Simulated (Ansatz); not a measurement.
**Computed frozen-phonon scan: Ag (fcc, Cu type)**

Ag (fcc, Cu type)

```
CELL_PARAMETERS angstrom
      0.00000     4.14857     4.14857
      2.07429     0.00000     2.07429
      2.07429     2.07429     0.00000
ATOMIC_POSITIONS crystal
  Ag 0.00000 0.00000 0.00000
  Ag 0.50000 0.00000 0.00000
```

The atoms are displaced by Q × the pattern below (from a DFPT mode at L = (0.5, 0.0, 0.0), largest move 1; Q in Å), at fixed cell. (q is in reciprocal vectors of the primitive cell; the cell shown is doubled to hold the pattern.)

```csv
atom,x,y,z
Ag1,0.577,-0.577,-0.577
Ag2,-0.577,0.577,0.577
```

Level of theory: PBE (plane waves to 420 eV, PAW, scalar-relativistic; Ansatz, a first-principles code). k mesh 19×19×19 (Γ-centred), Fermi-Dirac smearing 0.05 eV. E stands for the smeared free energy. With partly filled bands, energies and forces of such displacements shift with the k mesh and the smearing. Ag was relaxed with its symmetry unable to fall. The zero of ΔE is the undisplaced structure.

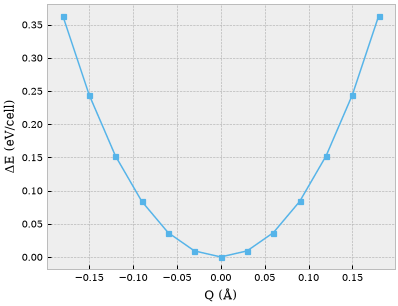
Figure. ΔE (eV/cell) against Q (Å); one marker a computed point.

The energy at Q = 0.180 Å is 363 meV/cell. Shape of the curve: a single well with its minimum at or next to zero displacement. Harmonic wavenumber from the curvature (finite differences): 159 cm⁻¹. Space group of the distorted cell: R-3m (No. 166), lowered from Fm-3m. Symmetry of the curve: even: the same for both signs.

E″ = 20.08 eV/Å², M = Σ mᵢ|uᵢ|² = 215.7 u, ν̃ = 521.5·√(|E″|/M).

(A displaced cell: forces are minus the slopes of the energy, force constants its curvatures, and phonons follow from these.)
